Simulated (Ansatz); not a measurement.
```xyz
8

Al    0.0201   -0.0369    0.1608
H     0.1751    0.8058    1.5299
H     1.3080   -0.1335   -0.8091
H    -1.4409   -0.0875   -0.5260
N     0.0697   -1.9615    0.9582
H    -0.0665   -2.6748    0.2341
H     0.9669   -2.1592    1.4138
H    -0.6643   -2.0985    1.6610
```

Computed with RKS PBE-D4/def2-mTZVP in Ansatz.

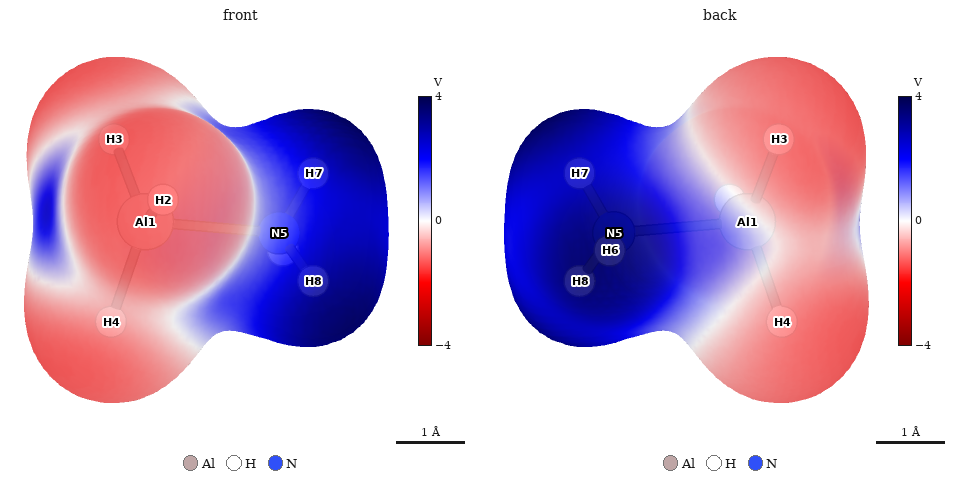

AlH6N. The electrostatic potential painted on the density surface at 0.004 e/bohr³, seen from the front and from behind; the colour scale runs from red (negative) to blue (positive).

Q: Describe the electrostatic potential map.

A: The most negative region (about −1.3 V) lies over H2, H3 and H4, the most positive (about +3.7 V) over H6, H7 and H8.
